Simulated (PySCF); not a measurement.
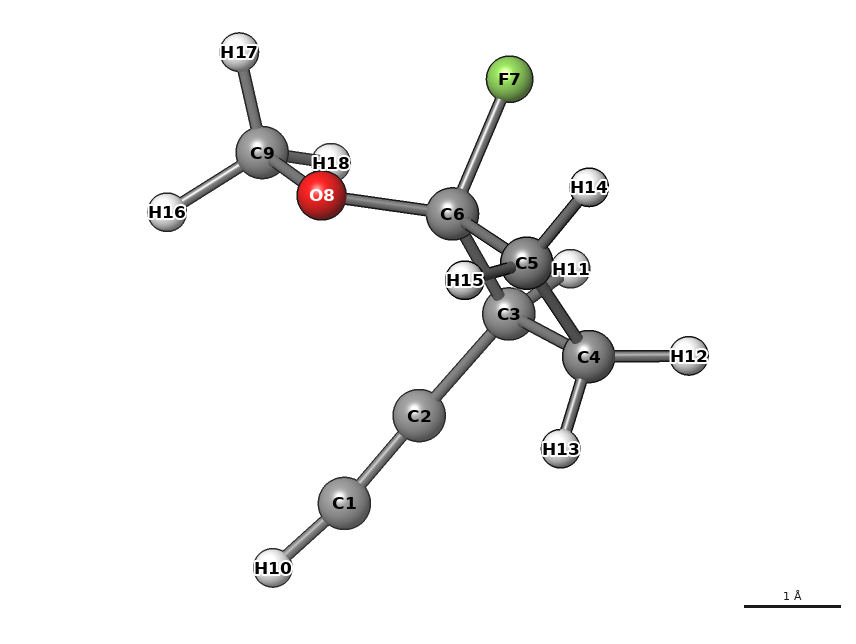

Atoms carry their numbers in the input. Geometry: a frame of a GFN2-xTB molecular-dynamics simulation, not a minimum.

Which atoms are bonded, and how long are the bonds? Leave out bonds to hydrogen.

```csv
bond,length (Å),order
C1–C2,1.219,triple
C2–C3,1.523,single
C3–C4,1.589,single
C3–C6,1.551,single
C4–C5,1.485,single
C5–C6,1.524,single
C6–F7,1.553,single
C6–O8,1.392,single
O8–C9,1.407,single
```
